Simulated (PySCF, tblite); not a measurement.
# 2,2,2-trifluoroethylamine (C2H4F3N): dynamics, then NMR shifts on frames

Aim: move 2,2,2-trifluoroethylamine (C2H4F3N) (`NCC(F)(F)F`) away from its starting geometry and see how NMR shifts follow the geometry.

Programs: tblite 0.8.0 and PySCF 2.14.0, with density-fitted response routines of our own. Each step states its level of theory. These are calculated values for one molecule in the gas phase, unless marked as measured. Atoms count from 0, in the outputs and in this text.

## (1) The molecule as given

10 atoms, charge 0, multiplicity 1; geometry from: GFN2-xTB.

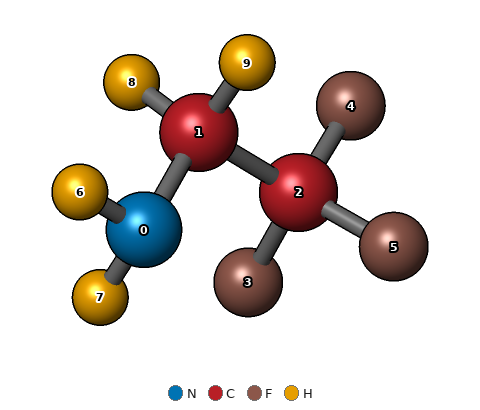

As it starts; nitrogen blue, carbon red, fluorine brown, hydrogen amber, atoms numbered.

## (2) Thermal motion with GFN2-xTB

The job: settings as JSON, then the geometry in Å.

```
{"job": {"kind": "md", "xc": "GFN2-xTB", "basis": "xTB", "temperature": 300, "steps": 2000, "every": 50, "frames": 5}, "charge": 0, "multiplicity": 1}
N     -1.394416    -0.021205     0.100858
C     -0.086674     0.592362     0.062650
C      0.976737    -0.498301     0.069522
F      0.861218    -1.313775    -0.990696
F      2.212552     0.025431     0.011277
F      0.935695    -1.269055     1.157132
H     -2.121871     0.681079     0.135830
H     -1.547535    -0.607416    -0.712213
H      0.118493     1.221431    -0.821434
H      0.054682     1.194104     0.964546
```

With the program's defaults for keys left out, this is: GFN2-xTB Langevin dynamics, gas phase.

On the command line:

```
$ OMP_NUM_THREADS=1 python probes_run.py task.json out
```

One launch serves the whole session: the jobs run in the order shown.

Log:

```text
t/fs     T/K      E/eV
    0.0   254.2   -637.70879
   25.0   143.9   -637.46898
   50.0   194.9   -637.50458
   75.0   207.3   -637.51673
  100.0   194.5   -637.43614
  125.0   116.5   -637.39151
  150.0   244.5   -637.46535
  175.0   270.8   -637.47885
  200.0   134.6   -637.28582
  225.0   216.4   -637.45369
  250.0   280.7   -637.43154
  275.0   285.1   -637.49226
  300.0   173.7   -637.33074
  325.0   315.5   -637.34074
  350.0   376.2   -637.46473
  375.0   203.1   -637.44192
  400.0   196.6   -637.39104
  425.0   281.3   -637.35216
  450.0   413.8   -637.39906
  475.0   317.2   -637.41141
  500.0   241.7   -637.35921
  525.0   245.4   -637.50348
  550.0   268.7   -637.36827
  575.0   304.0   -637.30232
  600.0   304.7   -637.02106
  625.0   567.5   -637.26545
  650.0   318.8   -637.07924
  675.0   380.8   -637.26435
  700.0   395.4   -637.33217
  725.0   445.9   -637.45568
  750.0   332.4   -637.36936
  775.0   423.4   -637.32969
  800.0   358.7   -637.33832
  825.0   440.6   -637.33873
  850.0   297.7   -637.12152
  875.0   333.9   -637.29490
  900.0   327.3   -637.34993
  925.0   389.1   -637.42341
  950.0   302.0   -637.27306
  975.0   480.1   -637.42429
 1000.0   318.1   -637.20713
```

Wall time 9.9 s (1 thread of Arm Neoverse N1, shared host); peak memory 0.18 GiB.

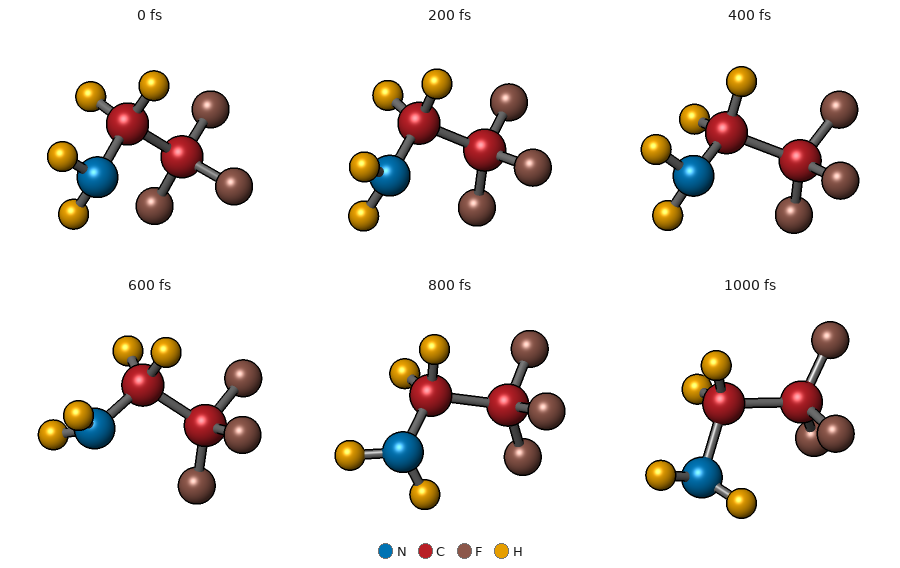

Frames of the run.

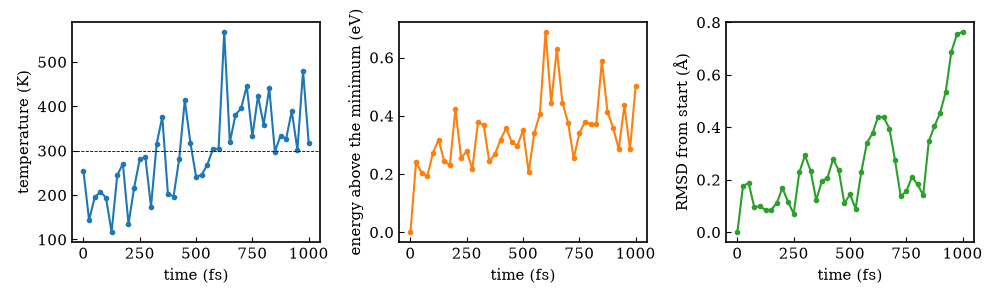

Temperature, potential energy and distance from the start.

Positions (Å) and forces (eV/Å) at 1000 fs:

```xyz
10

N    -1.913   -0.669   -0.371   -0.246    1.937    0.762
C    -1.056    0.479    0.036    2.430   -1.137   -2.154
C     0.227   -0.088    0.744   -2.968    1.090    1.577
F     0.853   -0.975    0.093    1.159   -1.886   -1.652
F     1.141    0.787    1.157   -0.324    0.458    0.178
F    -0.300   -0.718    1.848    0.696    0.075    0.429
H    -1.904   -1.328    0.384   -0.369   -0.514    0.322
H    -2.853   -0.251   -0.452    0.415   -0.707   -0.043
H    -0.617    0.764   -0.949   -0.406    0.755    0.368
H    -1.430    1.329    0.587   -0.388   -0.073    0.212
```

## (3) NMR shieldings: 250 fs, PBE0/pcSseg-1

The job: settings as JSON, then the geometry in Å.

```
{"job": {"kind": "nmr", "xc": "PBE0", "basis": "pcSseg-1", "pop": false}, "charge": 0, "multiplicity": 1}
N     -1.547500    -0.114800    -0.178500
C     -0.258700     0.472600    -0.219000
C      0.837400    -0.535400     0.197300
F      0.877600    -1.592900    -0.579400
F      2.073800    -0.004600     0.303600
F      0.706900    -1.005100     1.484900
H     -2.274100     0.478500    -0.572600
H     -1.602400    -0.997200    -0.796000
H      0.082900     0.833000    -1.202700
H     -0.284800     1.222300     0.552500
```

With the program's defaults for keys left out, this is: GIAO PBE0/pcSseg-1 NMR shielding, non-relativistic, gas phase.

Log:

```text
coarse grid: 8976 points
cycle   1  E = -432.2331713469  dE =  8.396e-01  |g| = 9.015e-01  |ddm| = 2.622e+00
cycle   2  E = -432.0918352621  dE =  1.413e-01  |g| = 1.346e+00  |ddm| = 1.063e+00
cycle   3  E = -432.3718939150  dE = -2.801e-01  |g| = 6.024e-02  |ddm| = 6.380e-01
cycle   4  E = -432.3722930569  dE = -3.991e-04  |g| = 3.990e-02  |ddm| = 5.870e-02
cycle   5  E = -432.3725626210  dE = -2.696e-04  |g| = 7.197e-03  |ddm| = 2.549e-02
cycle   6  E = -432.3725704125  dE = -7.792e-06  |g| = 2.189e-03  |ddm| = 5.038e-03
final grid: 89712 points
cycle   7  E = -432.4235237404  dE = -3.730e-05  |g| = 7.511e-03  |ddm| = 1.837e-02
cycle   8  E = -432.4235149244  dE =  8.816e-06  |g| = 1.063e-02  |ddm| = 1.062e-02
cycle   9  E = -432.4235344157  dE = -1.949e-05  |g| = 5.090e-04  |ddm| = 5.803e-03
cycle  10  E = -432.4235344532  dE = -3.755e-08  |g| = 2.245e-04  |ddm| = 4.429e-04
cycle  11  E = -432.4235344606  dE = -7.328e-09  |g| = 7.041e-05  |ddm| = 1.530e-04
cycle  12  E = -432.4235344614  dE = -8.563e-10  |g| = 1.518e-05  |ddm| = 5.066e-05
converged SCF energy = -432.4235344614

GIAO shielding tensors (ppm)
atom      isotropic    diamagn.    paramagn.     s11        s22        s33       span
  0 N      236.981     312.549     -75.569    194.200    236.212    280.531     86.331
  1 C      136.125     245.439    -109.314    120.242    140.033    148.100     27.858
  2 C       49.649     238.793    -189.144     41.913     51.025     56.007     14.094
  3 F      273.086     472.502    -199.416    189.287    295.460    334.509    145.222
  4 F      246.932     472.405    -225.473    155.539    242.467    342.790    187.251
  5 F      237.685     473.872    -236.186    132.719    222.496    357.841    225.122
  6 H       30.670      29.178       1.492     23.494     27.359     41.158     17.664
  7 H       29.605      28.337       1.268     21.917     29.415     37.481     15.564
  8 H       27.999      28.797      -0.798     22.929     27.847     33.221     10.292
  9 H       28.127      28.843      -0.715     23.894     27.611     32.877      8.983
```

It took 18 s on 1 thread of Arm Neoverse N1, shared host; peak memory 0.56 GiB.

The references, computed at this level on geometries of the same kind, shield at (ppm): 1H TMS 31.72, 13C TMS 186.9, 19F CFCl3 170.9, 15N NH3 267.7. Their shielding less the atom's gives the shift. The references are single molecules in the gas phase, so shifts against H2O, NH3, PH3, H3PO4 or CFCl3 are not on the usual liquid scales and can be off by tens of ppm. Each atom is listed at this fixed geometry, with no averaging over motion; a spectrum would average atoms that exchange fast.

```
atoms                         environment  σ (ppm)  δ (ppm)
   C2                          CF3 carbon     49.6    137.3
   C1                 sp3 CH2 bonded to N    136.1     50.8
   H8  hydrogen on an sp3 CH2 bonded to N    28.00     3.72
   H9  hydrogen on an sp3 CH2 bonded to N    28.13     3.59
   H7       hydrogen on an amine nitrogen    29.60     2.11
   H6       hydrogen on an amine nitrogen    30.67     1.05
   N0                      amine nitrogen    237.0     30.7
   F5             fluorine of a CF3 group    237.7    -66.7
   F4             fluorine of a CF3 group    246.9    -76.0
   F3             fluorine of a CF3 group    273.1   -102.1
```

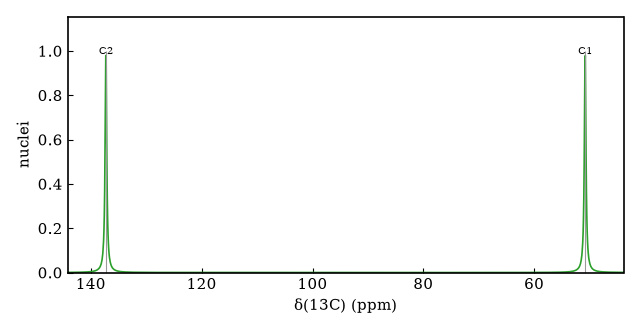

13C lines at the computed shifts, without couplings. Lines are broadened to a width of 0.35 ppm (Lorentzian).

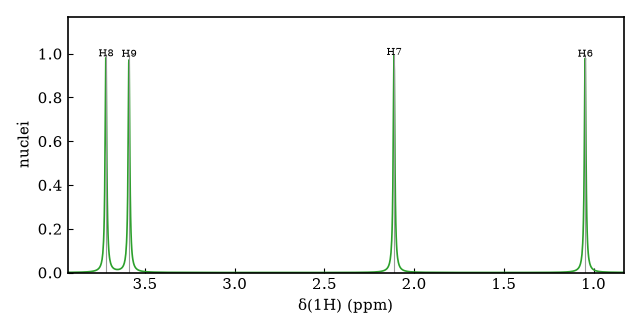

1H lines at the computed shifts, without couplings. Lines are broadened to a width of 0.01 ppm (Lorentzian).

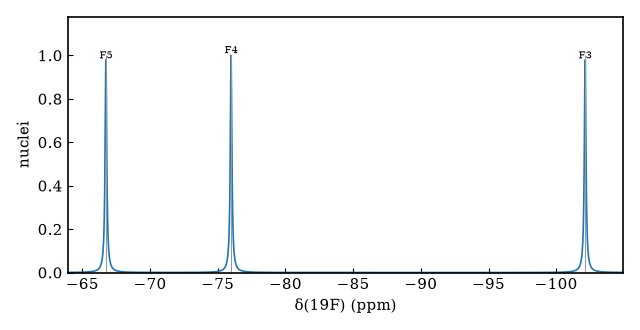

19F lines at the computed shifts, without couplings. Lines are broadened to a width of 0.14 ppm (Lorentzian).

Orbitals, density, ELF and potential are computed afterwards from the orbital file.

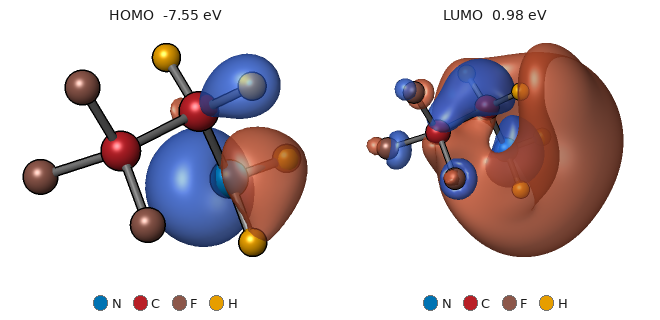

Frontier orbitals at PBE0/pcSseg-1; each surface holds 70 % of the orbital's density, blue and red mark the sign.

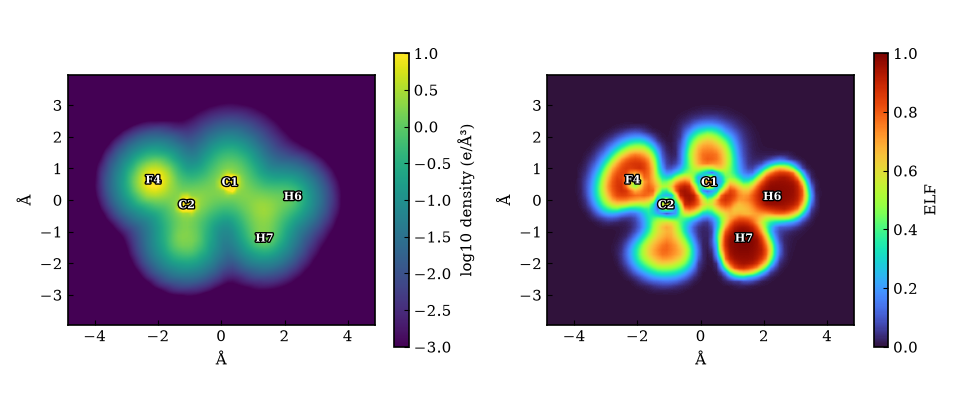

Density (left) and ELF (right) in a plane through or near 5 of the atoms.

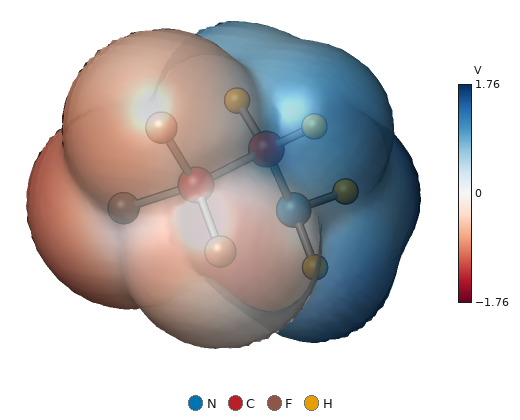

The potential that a unit positive charge feels on the 0.002 e/bohr³ surface, from -1.54 V near N0 to 1.76 V near H6.

(Part 1 of 2 ends here.)
